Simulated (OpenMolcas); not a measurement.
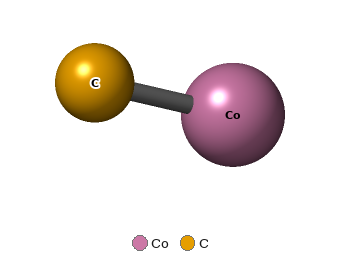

Fig. 1: The molecule at the reference distance of 1.687 Å.

Run report: CoC, relativistic diatomic calculation (part 1 of 2)

CoC. Computed at this level: SA-CASSCF(11,9)/XMS-CASPT2 + RASSI spin-orbit (X2C scalar, AMFI), ANO-RCC-VTZP (OpenMolcas).

## Results in brief

- outcome: converged
- lowest spin-free state: ²Δ
- lowest spin-orbit level: Ω = 5/2, −1430.34573 hartree
- next level: Ω = 3/2, 945 cm⁻¹
- hardware: 1 thread of Arm Neoverse V2, 24 GiB of memory available, shared host
- wall time: 69 s
- peak memory: 0.2 GiB

## Notes

Caveats: some states lack their degenerate partner or have no clean Λ, as happens where the state averages cut through terms; 8 of the 58 spin-orbit states have no clean Ω, so their splittings aren't to be trusted.

## Input
```
&GATEWAY
Coord
2
angstrom
Co 0.0 0.0 0.0
C 0.0 0.0 1.6870
Basis=ANO-RCC-VTZP
Group=XY
RX2C
AMFI
ANGMom
0.0 0.0 0.0
RICD
&SEWARD
&GUESSORB
&RASSCF
FileOrb=$CurrDir/o21.orb
Symmetry=1
Spin=2
nActEl=11 0 0
Inactive=7 4
RAS2=5 4
CIRoot=3 3 1
Linear
Iterations=120 100
OrbListing=Nothing
PRWF=0.15
>>COPY $Project.RasOrb $CurrDir/o21.orb
>>COPY $Project.rasscf.h5 $CurrDir/r21.h5
&CASPT2
XMultistate=all
Imaginary=0.2
IPEA=0.25
MaxIter=40
>>COPY $Project.JobMix JOB001
&RASSCF
FileOrb=$CurrDir/o22.orb
Symmetry=2
Spin=2
nActEl=11 0 0
Inactive=7 4
RAS2=5 4
CIRoot=6 6 1
Linear
Iterations=120 100
OrbListing=Nothing
PRWF=0.15
>>COPY $Project.RasOrb $CurrDir/o22.orb
>>COPY $Project.rasscf.h5 $CurrDir/r22.h5
&CASPT2
XMultistate=all
Imaginary=0.2
IPEA=0.25
MaxIter=40
>>COPY $Project.JobMix JOB002
&RASSCF
FileOrb=$CurrDir/o42.orb
Symmetry=2
Spin=4
nActEl=11 0 0
Inactive=7 4
RAS2=5 4
CIRoot=4 4 1
Linear
Iterations=120 100
OrbListing=Nothing
PRWF=0.15
>>COPY $Project.RasOrb $CurrDir/o42.orb
>>COPY $Project.rasscf.h5 $CurrDir/r42.h5
&CASPT2
XMultistate=all
Imaginary=0.2
IPEA=0.25
MaxIter=40
>>COPY $Project.JobMix JOB003
&RASSCF
FileOrb=$CurrDir/o41.orb
Symmetry=1
Spin=4
nActEl=11 0 0
Inactive=7 4
RAS2=5 4
CIRoot=3 3 1
Linear
Iterations=120 100
OrbListing=Nothing
PRWF=0.15
>>COPY $Project.RasOrb $CurrDir/o41.orb
>>COPY $Project.rasscf.h5 $CurrDir/r41.h5
&CASPT2
XMultistate=all
Imaginary=0.2
IPEA=0.25
MaxIter=40
>>COPY $Project.JobMix JOB004
&RASSCF
FileOrb=$CurrDir/o62.orb
Symmetry=2
Spin=6
nActEl=11 0 0
Inactive=7 4
RAS2=5 4
CIRoot=2 2 1
Linear
Iterations=120 100
OrbListing=Nothing
PRWF=0.15
>>COPY $Project.RasOrb $CurrDir/o62.orb
>>COPY $Project.rasscf.h5 $CurrDir/r62.h5
&CASPT2
XMultistate=all
Imaginary=0.2
IPEA=0.25
MaxIter=40
>>COPY $Project.JobMix JOB005
&RASSI
Nr of JobIphs=5 3 6 4 3 2
1 2 3
1 2 3 4 5 6
1 2 3 4
1 2 3
1 2
SpinOrbit
EJob
Omega
MEES
MESO
Properties=4
'AngMom' 3 'Mltpl  1' 1 'Mltpl  1' 2 'Mltpl  1' 3
Thrs=1.0d-4
>>COPY $Project.rassi.h5 $CurrDir/so.h5
```

The first orbital files come from an earlier step.

Run as:
```bash
pymolcas m.inp (one call a module block, same work directory)
```

## Log (extracts)
```
++    Wave function specifications:
      Number of closed shell electrons          22
      Number of electrons in active shells      11
      Number of inactive orbitals               11
      Number of active orbitals                  9
      Number of secondary orbitals              69
      Spin quantum number                      0.5
      State symmetry                             1
++    Orbital specifications:
      Symmetry species                           1   2
                                                 a   b
      Frozen orbitals                            0   0
      Inactive orbitals                          7   4
      Active orbitals                            5   4
      RAS2 orbitals                              5   4
      Secondary orbitals                        35  34
      Number of basis functions                 47  42
      printout of CI-coefficients larger than  0.15 for root  1
      energy=   -1429.658933
      conf/sym  11111 2222     Coeff  Weight
          1341  02u22 2200  -0.81470 0.66373
          1343  02u22 d2u0   0.15744 0.02479
          1349  02u22 0220   0.20403 0.04163
          1350  02u22 2d0u  -0.15744 0.02479
          1367  02u22 2002   0.20403 0.04163
      printout of CI-coefficients larger than  0.15 for root  2
      energy=   -1429.658933
      conf/sym  11111 2222     Coeff  Weight
          1446  0u222 2200   0.81470 0.66373
          1448  0u222 d2u0  -0.15744 0.02479
          1454  0u222 0220  -0.20470 0.04190
          1455  0u222 2d0u   0.15744 0.02479
          1472  0u222 2002  -0.20470 0.04190
      printout of CI-coefficients larger than  0.15 for root  3
      energy=   -1429.636107
      conf/sym  11111 2222     Coeff  Weight
           186  u2220 2200   0.19064 0.03634
           536  0222u 2200  -0.78070 0.60949
           544  0222u 0220   0.19468 0.03790
           562  0222u 2002   0.19468 0.03790
      Natural orbitals and occupation numbers for root  1
      sym 1:   0.177370   1.993821   1.005740   1.876157   1.941669
      sym 2:   1.738660   1.738660   0.263962   0.263962
      Natural orbitals and occupation numbers for root  2
      sym 1:   0.177371   1.005740   1.993821   1.876157   1.941667
      sym 2:   1.738659   1.738660   0.263962   0.263962
      Natural orbitals and occupation numbers for root  3
      sym 1:   0.187760   1.960453   1.960453   1.794341   1.028559
      sym 2:   1.745500   1.745500   0.288717   0.288717
      RASSCF energy for state  3                  -1429.63610677
::    RASSCF root number  1 Total energy:  -1429.65893254
::    RASSCF root number  2 Total energy:  -1429.65893253
::    RASSCF root number  3 Total energy:  -1429.63610677
      Von Neumann Entropy (Root   1) =  2.06355
++    Wave function specifications:
      Number of closed shell electrons           8
      Number of electrons in active shells      11
      Number of inactive orbitals                4
      Number of active orbitals                  9
      Number of secondary orbitals              69
      Spin quantum number                      0.5
      State symmetry                             1
      Number of CSFs                          3024
      Number of CASSCF root(s) available         3
      CASPT2 state passed to geometry opt.       3
      A file JOBMIX will be created
      This is a MULTI-STATE CASSCF reference
      Number of CI roots used                    3
      These are:                                 1   2   3
      Off-diagonal elements of Heff are computed
  FINAL CASPT2 RESULT:
      Reference energy:       -1429.6589325370
      E2 (Non-variational):      -0.6813547968
      Shift correction:          -0.0032329223
      E2 (Variational):          -0.6845877191
      Total energy:           -1430.3435202561
      Reference weight:           0.86006
  FINAL CASPT2 RESULT:
      Reference energy:       -1429.6589325270
      E2 (Non-variational):      -0.6813627930
      Shift correction:          -0.0032335731
      E2 (Variational):          -0.6845963660
      Total energy:           -1430.3435288931
      Reference weight:           0.86006
  FINAL CASPT2 RESULT:
      Reference energy:       -1429.6361067653
      E2 (Non-variational):      -0.6838947878
      Shift correction:          -0.0033419088
      E2 (Variational):          -0.6872366966
      Total energy:           -1430.3233434618
      Reference weight:           0.86565
       Total XMS-CASPT2 energies:
::    XMS-CASPT2 Root  1     Total energy:  -1430.34352906
::    XMS-CASPT2 Root  2     Total energy:  -1430.34352009
::    XMS-CASPT2 Root  3     Total energy:  -1430.32334346
++    Wave function specifications:
      Number of closed shell electrons          22
      Number of electrons in active shells      11
      Number of inactive orbitals               11
      Number of active orbitals                  9
      Number of secondary orbitals              69
      Spin quantum number                      0.5
      State symmetry                             2
      printout of CI-coefficients larger than  0.15 for root  1
      energy=   -1429.625245
      conf/sym  11111 2222     Coeff  Weight
          2073  02u2u 22d0   0.48633 0.23652
          2082  02u2u 2udd   0.24509 0.06007
          2151  0u22u 220d  -0.48633 0.23652
          2155  0u22u u2dd  -0.24509 0.06007
      printout of CI-coefficients larger than  0.15 for root  2
      energy=   -1429.625245
      conf/sym  11111 2222     Coeff  Weight
          2079  02u2u 220d  -0.48633 0.23652
          2083  02u2u u2dd  -0.24509 0.06007
          2145  0u22u 22d0  -0.48633 0.23652
          2154  0u22u 2udd  -0.24509 0.06007
      printout of CI-coefficients larger than  0.15 for root  3
      energy=   -1429.610525
      conf/sym  11111 2222     Coeff  Weight
          2073  02u2u 22d0   0.47882 0.22927
          2082  02u2u 2udd   0.21548 0.04643
          2151  0u22u 220d   0.47882 0.22927
          2155  0u22u u2dd   0.21548 0.04643
          2607  0uu22 220d  -0.18921 0.03580
      printout of CI-coefficients larger than  0.15 for root  4
      energy=   -1429.610525
      conf/sym  11111 2222     Coeff  Weight
          2079  02u2u 220d  -0.47882 0.22927
          2083  02u2u u2dd  -0.21548 0.04643
          2145  0u22u 22d0   0.47882 0.22927
          2154  0u22u 2udd   0.21548 0.04643
          2601  0uu22 22d0   0.18921 0.03580
      printout of CI-coefficients larger than  0.15 for root  5
      energy=   -1429.604596
      conf/sym  11111 2222     Coeff  Weight
          1065  02u2d 22u0  -0.49192 0.24198
          1069  02u2d 2udu  -0.16589 0.02752
          1128  0u22d 220u   0.49192 0.24198
          1130  0u22d u2du   0.16268 0.02646
      printout of CI-coefficients larger than  0.15 for root  6
      energy=   -1429.604596
      conf/sym  11111 2222     Coeff  Weight
          1068  02u2d 220u   0.49192 0.24198
          1070  02u2d u2du   0.16268 0.02646
          1125  0u22d 22u0   0.49192 0.24198
          1129  0u22d 2udu   0.16589 0.02752
      Natural orbitals and occupation numbers for root  1
      sym 1:   0.306645   1.499444   1.499445   1.680027   1.014573
      sym 2:   1.738918   1.738918   0.761014   0.761015
      Natural orbitals and occupation numbers for root  2
      sym 1:   0.306645   1.499444   1.499445   1.680027   1.014573
      sym 2:   1.738918   1.738918   0.761015   0.761014
      Natural orbitals and occupation numbers for root  3
      sym 1:   0.325849   1.442627   1.519587   1.695163   1.017788
      sym 2:   1.725961   1.770341   0.716313   0.786371
      Natural orbitals and occupation numbers for root  4
      sym 1:   0.325849   1.442627   1.519587   1.695163   1.017788
      sym 2:   1.770341   1.725961   0.786371   0.716313
      Natural orbitals and occupation numbers for root  5
      sym 1:   0.284401   1.498128   1.498131   1.692738   1.028863
      sym 2:   1.755769   1.755770   0.743099   0.743101
      Natural orbitals and occupation numbers for root  6
      sym 1:   0.284401   1.498128   1.498131   1.692738   1.028863
      sym 2:   1.755770   1.755769   0.743101   0.743099
      RASSCF energy for state  6                  -1429.60459633
::    RASSCF root number  1 Total energy:  -1429.62524465
::    RASSCF root number  2 Total energy:  -1429.62524465
::    RASSCF root number  3 Total energy:  -1429.61052477
::    RASSCF root number  4 Total energy:  -1429.61052477
::    RASSCF root number  5 Total energy:  -1429.60459633
::    RASSCF root number  6 Total energy:  -1429.60459633
      Von Neumann Entropy (Root   1) =  3.15768
++    Wave function specifications:
      Number of closed shell electrons           8
      Number of electrons in active shells      11
      Number of inactive orbitals                4
      Number of active orbitals                  9
      Number of secondary orbitals              69
      Spin quantum number                      0.5
      State symmetry                             2
      Number of CSFs                          3024
      Number of CASSCF root(s) available         6
      CASPT2 state passed to geometry opt.       6
      A file JOBMIX will be created
      This is a MULTI-STATE CASSCF reference
      Number of CI roots used                    6
      These are:                                 1   2   3   4   5   6
      Off-diagonal elements of Heff are computed
  FINAL CASPT2 RESULT:
      Reference energy:       -1429.6252446512
      E2 (Non-variational):      -0.6695193032
      Shift correction:          -0.0028897862
      E2 (Variational):          -0.6724090894
      Total energy:           -1430.2976537406
      Reference weight:           0.86838
  FINAL CASPT2 RESULT:
      Reference energy:       -1429.6252446512
      E2 (Non-variational):      -0.6695193031
      Shift correction:          -0.0028897862
      E2 (Variational):          -0.6724090893
      Total energy:           -1430.2976537405
      Reference weight:           0.86838
  FINAL CASPT2 RESULT:
      Reference energy:       -1429.6105247684
      E2 (Non-variational):      -0.6739683969
      Shift correction:          -0.0032970581
      E2 (Variational):          -0.6772654550
      Total energy:           -1430.2877902235
      Reference weight:           0.86501
  FINAL CASPT2 RESULT:
      Reference energy:       -1429.6105247684
      E2 (Non-variational):      -0.6739683976
      Shift correction:          -0.0032970582
      E2 (Variational):          -0.6772654557
      Total energy:           -1430.2877902241
      Reference weight:           0.86501
  FINAL CASPT2 RESULT:
      Reference energy:       -1429.6045963335
      E2 (Non-variational):      -0.6788473615
      Shift correction:          -0.0034823783
      E2 (Variational):          -0.6823297399
      Total energy:           -1430.2869260733
      Reference weight:           0.86404
  FINAL CASPT2 RESULT:
      Reference energy:       -1429.6045963335
      E2 (Non-variational):      -0.6788473615
      Shift correction:          -0.0034823783
      E2 (Variational):          -0.6823297399
      Total energy:           -1430.2869260733
      Reference weight:           0.86404
       Total XMS-CASPT2 energies:
::    XMS-CASPT2 Root  1     Total energy:  -1430.29892832
::    XMS-CASPT2 Root  2     Total energy:  -1430.29892832
::    XMS-CASPT2 Root  3     Total energy:  -1430.28778555
::    XMS-CASPT2 Root  4     Total energy:  -1430.28778555
::    XMS-CASPT2 Root  5     Total energy:  -1430.28565617
::    XMS-CASPT2 Root  6     Total energy:  -1430.28565617
++    Wave function specifications:
      Number of closed shell electrons          22
      Number of electrons in active shells      11
      Number of inactive orbitals               11
      Number of active orbitals                  9
      Number of secondary orbitals              69
      Spin quantum number                      1.5
      State symmetry                             2
      printout of CI-coefficients larger than  0.15 for root  1
      energy=   -1429.628696
      conf/sym  11111 2222     Coeff  Weight
          1029  02u2u 22u0  -0.32903 0.10826
          1032  02u2u 220u   0.45052 0.20297
          1101  0u22u 22u0   0.45052 0.20297
          1104  0u22u 220u   0.32903 0.10826
      printout of CI-coefficients larger than  0.15 for root  2
      energy=   -1429.628696
      conf/sym  11111 2222     Coeff  Weight
          1029  02u2u 22u0   0.45052 0.20297
          1032  02u2u 220u   0.32903 0.10826
          1101  0u22u 22u0   0.32903 0.10826
          1104  0u22u 220u  -0.45052 0.20297
      printout of CI-coefficients larger than  0.15 for root  3
      energy=   -1429.623129
      conf/sym  11111 2222     Coeff  Weight
          1029  02u2u 22u0  -0.20308 0.04124
          1032  02u2u 220u   0.53726 0.28865
          1101  0u22u 22u0  -0.53726 0.28865
          1104  0u22u 220u  -0.20308 0.04124
      printout of CI-coefficients larger than  0.15 for root  4
      energy=   -1429.623129
      conf/sym  11111 2222     Coeff  Weight
          1029  02u2u 22u0   0.53726 0.28865
          1032  02u2u 220u   0.20308 0.04124
          1101  0u22u 22u0  -0.20308 0.04124
          1104  0u22u 220u   0.53726 0.28865
      Natural orbitals and occupation numbers for root  1
      sym 1:   0.250612   1.498146   1.498146   1.732342   1.022155
      sym 2:   1.778761   1.778761   0.720539   0.720539
      Natural orbitals and occupation numbers for root  2
      sym 1:   0.250612   1.498146   1.498146   1.732342   1.022155
      sym 2:   1.778761   1.778761   0.720539   0.720539
      Natural orbitals and occupation numbers for root  3
      sym 1:   0.245782   1.482312   1.501595   1.748261   1.024912
      sym 2:   1.815310   1.801150   0.701474   0.679204
      Natural orbitals and occupation numbers for root  4
      sym 1:   0.245782   1.482312   1.501595   1.748261   1.024912
      sym 2:   1.801150   1.815310   0.679204   0.701474
      RASSCF energy for state  4                  -1429.62312941
::    RASSCF root number  1 Total energy:  -1429.62869604
::    RASSCF root number  2 Total energy:  -1429.62869604
::    RASSCF root number  3 Total energy:  -1429.62312941
::    RASSCF root number  4 Total energy:  -1429.62312941
      Von Neumann Entropy (Root   1) =  3.03648
++    Wave function specifications:
      Number of closed shell electrons           8
      Number of electrons in active shells      11
      Number of inactive orbitals                4
      Number of active orbitals                  9
      Number of secondary orbitals              69
      Spin quantum number                      1.5
      State symmetry                             2
      Number of CSFs                          1900
      Number of CASSCF root(s) available         4
      CASPT2 state passed to geometry opt.       4
      A file JOBMIX will be created
      This is a MULTI-STATE CASSCF reference
      Number of CI roots used                    4
      These are:                                 1   2   3   4
      Off-diagonal elements of Heff are computed
  FINAL CASPT2 RESULT:
      Reference energy:       -1429.6286960447
      E2 (Non-variational):      -0.6776928739
      Shift correction:          -0.0029855866
      E2 (Variational):          -0.6806784605
      Total energy:           -1430.3093745051
      Reference weight:           0.86601
  FINAL CASPT2 RESULT:
      Reference energy:       -1429.6286960447
      E2 (Non-variational):      -0.6776928721
      Shift correction:          -0.0029855866
      E2 (Variational):          -0.6806784587
      Total energy:           -1430.3093745034
      Reference weight:           0.86601
  FINAL CASPT2 RESULT:
      Reference energy:       -1429.6231294138
      E2 (Non-variational):      -0.6818074701
      Shift correction:          -0.0030509434
      E2 (Variational):          -0.6848584136
      Total energy:           -1430.3079878274
      Reference weight:           SPIN-FREE ENERGIES:
  (Shifted by EMIN (a.u.) =      -1430.3435290631)
 SF State       Relative EMIN(au)   Rel lowest level(eV)    D:o, cm**(-1)      Abs_M
     1             0.0000000000        0.0000000000              0.0000         2.0
     2             0.0000089771        0.0002442786              1.9702         2.0
     3             0.0201856013        0.5492781929           4430.2274         0.0
    10             0.0341461298        0.9291635270           7494.2093         3.0
    11             0.0341461311        0.9291635613           7494.2095         3.0
    12             0.0355496584        0.9673554848           7802.2482         1.0
    13             0.0355496650        0.9673556641           7802.2496         1.0
     4             0.0446007448        1.2136480923           9788.7320         3.0
     5             0.0446007448        1.2136480923           9788.7320         3.0
     6             0.0557435142        1.5168582957          12234.2872         1.0
     7             0.0557435148        1.5168583111          12234.2874         1.0
     8             0.0578728923        1.5748016253          12701.6317         3.0
     9             0.0578728923        1.5748016253          12701.6317         3.0
    14             0.0607920504        1.6542359640          13342.3129         2.0
    15             0.0614118066        1.6711003904          13478.3336         2.0
    16             0.0796778482        2.1681447026          17487.2664         0.0
    17             0.0925816528        2.5192751125          20319.3241         3.0
    18             0.0925816578        2.5192752490          20319.3252         3.0
```

(Continued in part 2.)
